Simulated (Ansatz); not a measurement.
Sn$_{4}$Pd (space group Ccce)

```cif
data_Pd2Sn8
_chemical_formula_sum 'Sn8 Pd2'
_space_group_name_H-M_alt 'P 1'
_space_group_IT_number 1
_cell_length_a 6.55694
_cell_length_b 6.55694
_cell_length_c 6.39775
_cell_angle_alpha 90.000
_cell_angle_beta 90.000
_cell_angle_gamma 121.150
loop_
_space_group_symop_operation_xyz
  'x, y, z'
loop_
_atom_site_label
_atom_site_type_symbol
_atom_site_fract_x
_atom_site_fract_y
_atom_site_fract_z
_atom_site_occupancy
Sn1 Sn 0.20610 0.45789 0.33095 1
Sn2 Sn 0.79390 0.54211 0.33095 1
Sn3 Sn 0.45789 0.20610 0.66905 1
Sn4 Sn 0.54211 0.79390 0.66905 1
Sn5 Sn 0.29390 0.04211 0.16905 1
Sn6 Sn 0.70610 0.95789 0.16905 1
Sn7 Sn 0.04211 0.29390 0.83095 1
Sn8 Sn 0.95789 0.70610 0.83095 1
Pd1 Pd 0.50000 0.50000 0.00000 1
Pd2 Pd 0.00000 0.00000 0.50000 1
```

Equation-of-state scan: isotropic scaling of the cell above, V₀ being its volume. The atoms relax within the cell's symmetry.

Calculation: PBEsol (plane waves to 420 eV, PAW, scalar-relativistic; Ansatz, a program for electronic structure). k mesh 8×8×8 (Γ-centred), Fermi-Dirac smearing 0.05 eV. The energy includes the smearing's −TS. With the shape held, the modulus is that of even scaling; a crystal free to change shape is softer. Sn4Pd is run without spin polarisation. Sn4Pd was relaxed with its symmetry unable to fall. The zero of ΔE is the relaxed starting cell.

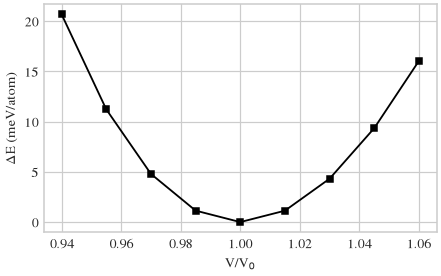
Fig. 1. ΔE (meV/atom) against V/V₀; markers are the computed points, lines only join them.

Q: What bulk modulus at fixed cell shape B₀ follows from a third-order Birch-Murnaghan fit?

A: About 69 GPa.

Q: What is ΔE at V/V₀ = 1.060?

A: About 16 meV/atom.

Q: What is ΔE at V/V₀ = 0.940?

A: About 21 meV/atom.

(A scan under strain: stresses follow from slopes of the energy per volume, elastic moduli from its curvatures.)
